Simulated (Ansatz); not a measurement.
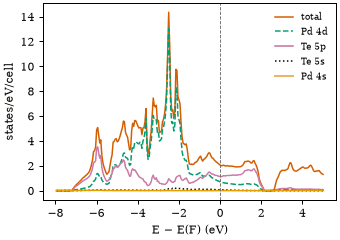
Total and projected density of states of TePd in space group Cmcm (No. 63; Te on 4c, Pd on 4c), PBEsol in the plane-wave PAW code Ansatz

Which orbitals carry the states next to the Fermi level?

Within 0.5 eV of the Fermi level: Te 5p 55 %, Pd 4d 34 %, outside the projected shells 7 %. Projections are on Löwdin-orthogonalised atomic valence shells; empty p or d shells of many metals are not among them.

Where is the tallest occupied peak in this window, and what makes it?

Near -2.5 eV, about 14 states/eV per cell; the largest projected share is Pd 4d.

The start of the workflow was typed in or built on a structure type; neither database checked (COD, Materials Project) lists it. COD files the formula under space group No. 194. Its standing as an ambient phase is unchecked. The cell was relaxed with PBEsol under the symmetry of its start; its stability against distortions is not shown here. No spin polarisation was allowed. Scalar-relativistic: spin–orbit coupling is off unless named, which matters more the heavier the elements.

Potentials: the earlier of the program's two PAW sets. The files were generated under PBE; for other functionals the program regenerates the frozen cores, and for LDA and PBEsol the local potential too.
